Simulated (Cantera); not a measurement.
A closed system holds: 1 mol SiC, a varied amount of H₂O, 210 mol H₂, 0.016 mol CO₂, at 1925 °C and 0.700 Pa.

Method: chemical equilibrium by Gibbs-energy minimisation in Cantera with the NASA 1993 tables (ideal gas, pure condensed phases). Candidate condensed phases: C, C₆H₆, C₇H₈, C₈H₁₈, H₂O, Si, SiC, SiO₂; 123 gas species. The numbers say what is thermodynamically allowed, not how fast it happens.

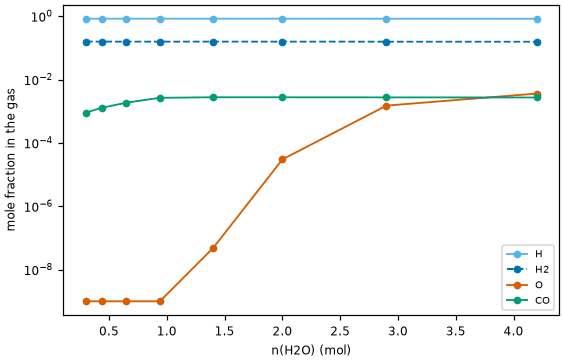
Figure. Equilibrium gas composition (values under 1e-9 drawn at 1e-9)

From 0.3 mol H₂O to 4.2 mol H₂O nothing is condensed. The main Si-bearing gas is Si at 0.3 mol H₂O and SiO at 4.2 mol H₂O.
